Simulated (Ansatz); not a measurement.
One stationary structure of GaN. Space group P6₃mc (No. 186), AFLOW prototype AB_hP8_186_ab_ab (B5, as in SiC). These are PBEsol (plane waves to 420 eV, PAW, scalar-relativistic; Ansatz, an electronic-structure program) values and carry that method's errors.

```xyz
8
Lattice="3.1816 0.0000 0.0000 -1.5908 2.7553 0.0000 0.0000 0.0000 10.3796" Properties=species:S:1:pos:R:3 pbc="T T T"
Ga     0.0000     0.0000     0.0051
Ga     0.0000     0.0000     5.1949
Ga     1.5908     0.9184     7.7869
Ga     0.0000     1.8369     2.5971
N      0.0000     0.0000     8.4338
N      0.0000     0.0000     3.2440
N      1.5908     0.9184     5.8373
N      0.0000     1.8369     0.6475
```

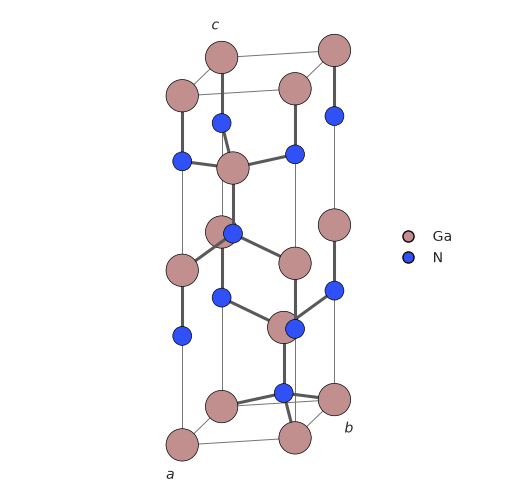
*The conventional cell of the relaxed structure*

```json
{
 "volume_per_atom": "11.37 Å³",
 "density": "6.11 g/cm³",
 "band_gap": "1.79 eV, direct at Γ (no spin-orbit coupling)",
 "shortest_distances": "Ga–N 1.95 Å; Ga–Ga 3.18 Å; N–N 3.18 Å",
 "k-mesh": "12×12×4"
}
```

Band energies at high-symmetry points (eV from the VBM; labels of this space group; no spin-orbit coupling), from −5 eV up to 6.8 eV:

```json
[
 {"point": "Γ", "energies": "-3.90 -3.89 -1.02 -1.02 -0.55 -0.55 -0.52 -0.52 -0.02 0.00 0.00 1.79 3.97 4.28 4.39"},
 {"point": "M", "energies": "-3.87 -3.17 -2.77 -1.97 -1.95 -1.89 -1.30 -1.00 3.67 3.97 5.27 5.66"},
 {"point": "K", "energies": "-4.86 -4.86 -3.35 -3.35 -3.04 -2.21 -2.21 -1.51 5.85 5.85 6.34 6.78 6.78"},
 {"point": "A", "energies": "-1.55 -1.55 -0.88 -0.88 -0.88 -0.88 -0.16 -0.16 -0.16 -0.16 2.96 2.96 4.42 4.42"},
 {"point": "L", "energies": "-3.15 -3.15 -2.54 -2.54 -1.91 -1.91 -1.30 -1.30 4.28 4.28 5.07 5.07 6.74 6.74"},
 {"point": "H", "energies": "-4.58 -4.58 -3.78 -3.78 -2.23 -2.23 -1.96 -1.96 5.41 5.41"}
]
```

No spin polarisation in the result.

The run could not lose the symmetry of its start.

The first start was generated by placing the elements on the sites of a structure type. A measured structure of GaN has the same space group, P6₃mc (No. 186); the sites were not compared with it.
